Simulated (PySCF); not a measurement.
# Two runs on C$_{4}$H$_{9}$Cl

System: C$_{4}$H$_{9}$Cl (Butane, 1-chloro-), SMILES CCCCCl.
Method of run A: GIAO PBE0/STO-3G NMR shielding, non-relativistic, gas phase (PySCF 2.14.0).

The geometry comes from this level: PBE0-D3(BJ)/def2-SVP. Text and figures count atoms from 1; the logs count them from 0 in places.

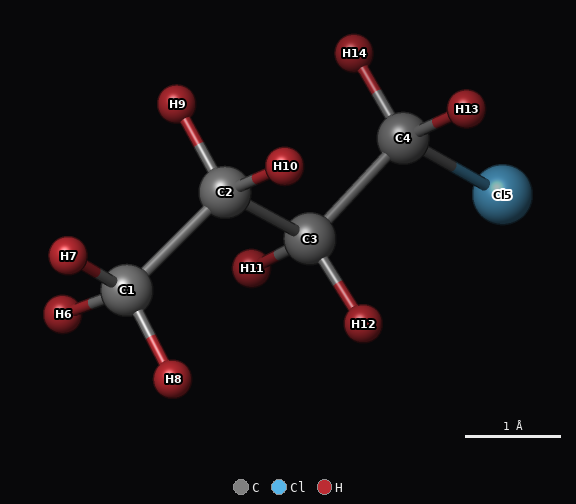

Fig. 1: The input geometry (ball-and-stick view, seen at a tilt; atoms are numbered from 1 in the order of the input).

**Input, run A**
```
{"job": {"kind": "nmr", "xc": "PBE0", "basis": "STO-3G", "pop": true}, "charge": 0, "multiplicity": 1}
C     -1.962884     0.003975    -0.280768
C     -0.487072    -0.024638    -0.645182
C      0.425657     0.049910     0.573235
C      1.889175    -0.043765     0.203764
Cl     2.945472     0.053112     1.645147
H     -2.233360    -0.854101     0.354608
H     -2.601069    -0.030111    -1.176421
H     -2.218454     0.919394     0.276379
H     -0.263393    -0.943869    -1.214927
H     -0.255896     0.813765    -1.325876
H      0.181541    -0.760879     1.280314
H      0.254316     0.994586     1.116390
H      2.188392     0.774543    -0.466572
H      2.118143    -0.995737    -0.296879
```

The first line tells a small driver script what to run in PySCF; the rest is the geometry in Å.

Launched with:
```bash
OMP_NUM_THREADS=1 python <driver script> task.json out
```

Hardware: 1 CPU thread, shared host.

**Output (run A)**
```
coarse grid: 11552 points
cycle   1  E = -610.8674500184  dE = -6.998e-02  |g| = 2.384e-01  |ddm| = 4.323e+00
cycle   2  E = -610.8781748768  dE = -1.072e-02  |g| = 2.150e-01  |ddm| = 7.747e-01
cycle   3  E = -610.8933829541  dE = -1.521e-02  |g| = 2.136e-02  |ddm| = 3.250e-01
cycle   4  E = -610.8935285139  dE = -1.456e-04  |g| = 4.827e-03  |ddm| = 3.542e-02
cycle   5  E = -610.8935352353  dE = -6.721e-06  |g| = 1.296e-03  |ddm| = 8.325e-03
final grid: 104928 points
cycle   6  E = -610.8607431852  dE = -4.816e-06  |g| = 2.930e-03  |ddm| = 1.054e-02
cycle   7  E = -610.8607438818  dE = -6.967e-07  |g| = 2.531e-03  |ddm| = 7.472e-03
cycle   8  E = -610.8607459642  dE = -2.082e-06  |g| = 1.634e-04  |ddm| = 3.612e-03
cycle   9  E = -610.8607459730  dE = -8.814e-09  |g| = 2.138e-05  |ddm| = 2.533e-04
cycle  10  E = -610.8607459731  dE = -1.505e-10  |g| = 2.743e-06  |ddm| = 3.560e-05
converged SCF energy = -610.8607459731

GIAO shielding tensors (ppm)
atom      isotropic    diamagn.    paramagn.     s11        s22        s33       span
  0 C      214.537     242.881     -28.344    206.718    207.959    228.934     22.217
  1 C      208.886     244.342     -35.455    197.768    207.434    221.457     23.689
  2 C      204.727     244.559     -39.833    188.472    201.873    223.835     35.363
  3 C      187.882     244.863     -56.980    158.595    185.057    219.996     61.401
  4 Cl    1000.270    1125.761    -125.491    929.242    959.645   1111.923    182.681
  5 H       31.866      30.106       1.759     26.621     29.690     39.286     12.665
  6 H       31.693      28.878       2.815     26.405     28.121     40.553     14.149
  7 H       31.853      30.084       1.769     26.588     29.727     39.243     12.655
  8 H       31.892      32.020      -0.128     25.603     31.141     38.933     13.331
  9 H       31.849      31.953      -0.104     25.609     30.932     39.007     13.398
 10 H       31.411      31.833      -0.422     24.570     32.330     37.334     12.764
 11 H       31.389      31.778      -0.390     24.617     32.169     37.380     12.763
 12 H       30.407      29.839       0.569     23.715     30.496     37.011     13.297
 13 H       30.413      29.863       0.549     23.727     30.486     37.025     13.297
```

Run B used a changed input.

**The two runs side by side**

```tsv
quantity	run A	run B
outcome	converged	converged
total energy (hartree)	−610.860746	−617.761212
HOMO (eV)	−6.46	−8.32
LUMO (eV)	4.57	0.24
dipole moment (D)	2.43	2.30
shielding of C1 (ppm)	214.5	171.3
shielding of C2 (ppm)	208.9	162.3
shielding of C3 (ppm)	204.7	147.0
shielding of C4 (ppm)	187.9	137.2
shielding of Cl5 (ppm)	1000.3	846.4
shielding of H13 (ppm)	30.4	28.2
shielding of H14 (ppm)	30.4	28.2
SCF iterations	10	13
basis functions	38	197
wall time (shared host)	2.7 s	23 s
```

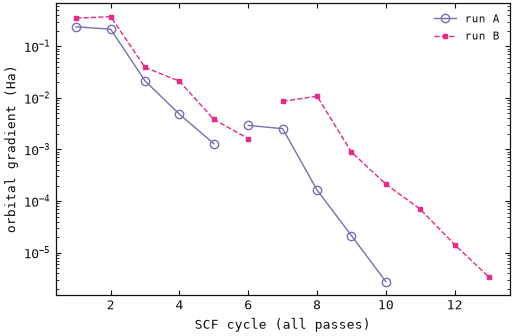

Fig. 2: Convergence of the two runs: orbital gradient against the SCF cycle. A break in a curve parts two SCF passes (coarse and final grid). Run A takes 10 cycles in all, and run B takes 13.

Which change of the input explains these differences?

The change (lines with − go, lines with + come):
```diff
-"basis": "STO-3G"
+"basis": "6-311+G(2d,p)"
```

The total energy of run B is 4330.1 kcal/mol lower, which measures the change of basis and not a stability. The HOMO goes from −6.46 to −8.32 eV. The LUMO goes from 4.57 to 0.24 eV. The dipole moment goes from 2.43 to 2.30 D. Of all shieldings, the largest change is that of Cl5, by −153.9 ppm. Diffuse functions give room to the loosely bound empty orbitals, which lowers the LUMO. The SCF takes 13 iterations against 10. The basis functions go from 38 to 197.

**Output (run B)**
```
coarse grid: 11552 points
cycle   1  E = -617.7251880956  dE =  2.096e-01  |g| = 3.508e-01  |ddm| = 3.208e+00
cycle   2  E = -617.7220471644  dE =  3.141e-03  |g| = 3.763e-01  |ddm| = 1.051e+00
cycle   3  E = -617.7578316844  dE = -3.578e-02  |g| = 3.899e-02  |ddm| = 6.064e-01
cycle   4  E = -617.7581047557  dE = -2.731e-04  |g| = 2.108e-02  |ddm| = 6.545e-02
cycle   5  E = -617.7582073151  dE = -1.026e-04  |g| = 3.833e-03  |ddm| = 2.208e-02
cycle   6  E = -617.7582104890  dE = -3.174e-06  |g| = 1.624e-03  |ddm| = 9.011e-03
final grid: 104928 points
cycle   7  E = -617.7611929739  dE = -4.760e-05  |g| = 8.598e-03  |ddm| = 1.247e-01
cycle   8  E = -617.7611817396  dE =  1.123e-05  |g| = 1.078e-02  |ddm| = 3.052e-02
cycle   9  E = -617.7612118773  dE = -3.014e-05  |g| = 8.884e-04  |ddm| = 1.724e-02
cycle  10  E = -617.7612120600  dE = -1.827e-07  |g| = 2.127e-04  |ddm| = 1.724e-03
cycle  11  E = -617.7612120697  dE = -9.749e-09  |g| = 6.937e-05  |ddm| = 3.024e-04
cycle  12  E = -617.7612120708  dE = -1.137e-09  |g| = 1.425e-05  |ddm| = 1.064e-04
cycle  13  E = -617.7612120709  dE = -4.366e-11  |g| = 3.345e-06  |ddm| = 2.530e-05
converged SCF energy = -617.7612120709

GIAO shielding tensors (ppm)
atom      isotropic    diamagn.    paramagn.     s11        s22        s33       span
  0 C      171.297     246.477     -75.180    160.398    164.746    188.747     28.349
  1 C      162.278     237.220     -74.943    152.154    160.088    174.591     22.437
  2 C      146.989     238.912     -91.922    121.297    142.397    177.274     55.978
  3 C      137.177     246.771    -109.594    105.989    134.727    170.815     64.825
  4 Cl     846.380    1143.222    -296.842    672.318    777.969   1088.854    416.537
  5 H       30.645      30.855      -0.210     26.744     28.888     36.303      9.558
  6 H       30.360      29.786       0.574     26.003     27.692     37.384     11.381
  7 H       30.638      30.849      -0.211     26.715     28.938     36.262      9.547
  8 H       30.352      30.011       0.341     25.411     30.588     35.057      9.647
  9 H       30.295      29.828       0.467     25.404     30.357     35.123      9.719
 10 H       29.884      29.385       0.499     25.374     31.607     32.671      7.297
 11 H       29.838      29.293       0.545     25.410     31.405     32.700      7.290
 12 H       28.193      31.417      -3.223     22.175     29.187     33.218     11.043
 13 H       28.198      31.448      -3.250     22.198     29.148     33.246     11.049
```
